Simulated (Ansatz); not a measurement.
CdS (wurtzite)

```
CdS
1.0
    4.16356     0.00000     0.00000
   -2.08178     3.60575     0.00000
    0.00000     0.00000     6.76722
Cd S
2 2
Direct
  0.66667   0.33333   0.00099
  0.33333   0.66667   0.50099
  0.66667   0.33333   0.62421
  0.33333   0.66667   0.12421
```

Equation-of-state scan: isotropic scaling of the cell above, V₀ being its volume. The atoms relax within the cell's symmetry.

Computed with r2SCAN (plane waves to 500 eV, PAW, scalar-relativistic; Ansatz, a quantum-chemistry and plane-wave program). k mesh 9×9×5 (Γ-centred), Fermi-Dirac smearing 0.05 eV. The energy includes the smearing's −TS. With the shape held, the modulus is that of even scaling; a crystal free to change shape is softer. CdS was relaxed with its symmetry unable to fall. ΔE is measured from the relaxed starting cell.

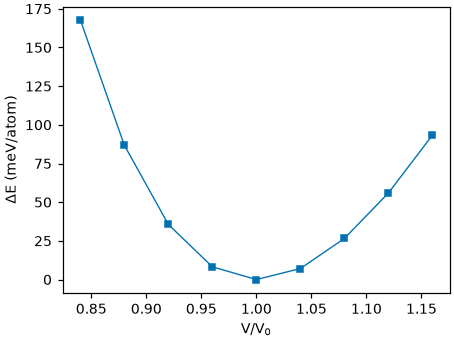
*ΔE (meV/atom) against V/V₀; markers are the computed points, lines only join them.*

Q: What is ΔE at V/V₀ = 1.160?

A: About 93 meV/atom.

Q: What is ΔE at V/V₀ = 0.840?

A: About 170 meV/atom.

Q: What bulk modulus at fixed cell shape B₀ follows from a third-order Birch-Murnaghan fit?

A: About 60 GPa.

(A scan under strain: stresses follow from slopes of the energy per volume, elastic moduli from its curvatures.)
